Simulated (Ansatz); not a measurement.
Input file:

```
crystal:
  periodic: [false, false, false]
  atoms:
    - { symbol: C, position_ang: [-1.5408, -1.263, 0.3961] }
    - { symbol: O, position_ang: [-0.8776, -0.7331, -0.7185] }
    - { symbol: As, position_ang: [0.8804, -1.0669, -0.4055] }
    - { symbol: Si, position_ang: [1.4727, 1.2057, -0.2265] }
    - { symbol: O, position_ang: [0.7762, 1.7998, 1.2361] }
    - { symbol: H, position_ang: [-1.4503, -2.3003, 0.4889] }
    - { symbol: H, position_ang: [-1.2579, -0.6926, 1.3209] }
    - { symbol: H, position_ang: [-2.6307, -1.0073, 0.2151] }
    - { symbol: H, position_ang: [1.2602, -1.0653, -1.8748] }
    - { symbol: H, position_ang: [0.7886, 1.9135, -1.328] }
    - { symbol: H, position_ang: [2.8461, 1.3856, -0.2338] }
    - { symbol: H, position_ang: [1.0679, 1.24507, 1.97551] }
basis:
  gaussian: { orbitals: def2-SVP }
hamiltonian:
  xc: hf
relax:
  f_tol: 0.015
  max_steps: 40
output:
  orbitals: {}
```

Command:

```sh
ansatz run input.yaml --threads 2 --pin off --max-ram 3072MiB --backend cpu --events-out ev --progress --plain --runs-dir out
```

The fields are those of the relaxed geometry.

Method: RHF/def2-SVP in Ansatz 0.2.0.

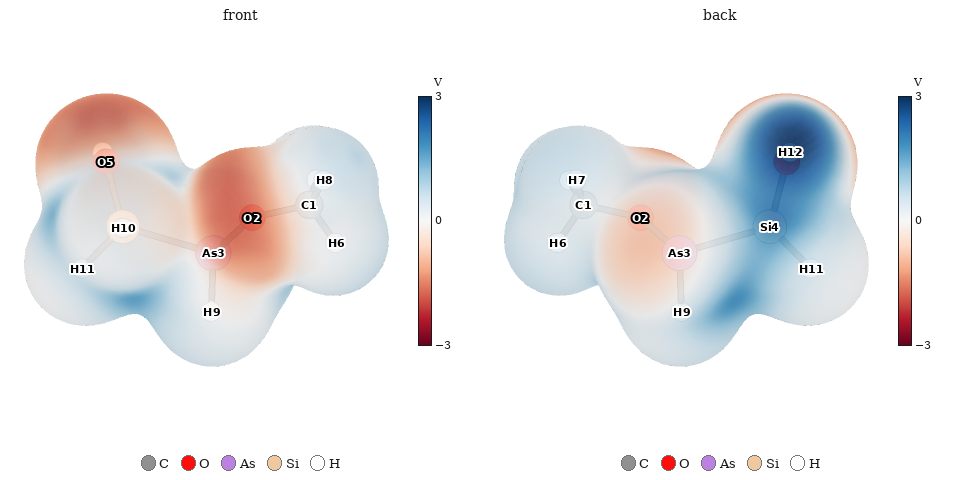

CH7AsO2Si (SMILES CO[AsH][SiH2]O). The molecular electrostatic potential painted on the density surface at 0.002 e/bohr³, seen from the front and from behind; red is negative and blue positive.

> Which sites attract a positive test charge, and which a negative one?

A positive charge is drawn to the negative regions and a negative charge to the positive ones. The most negative region (about −1.7 V) lies over O2, the most positive (about +2.8 V) over H12. O2 is the likeliest acceptor of a hydrogen bond.
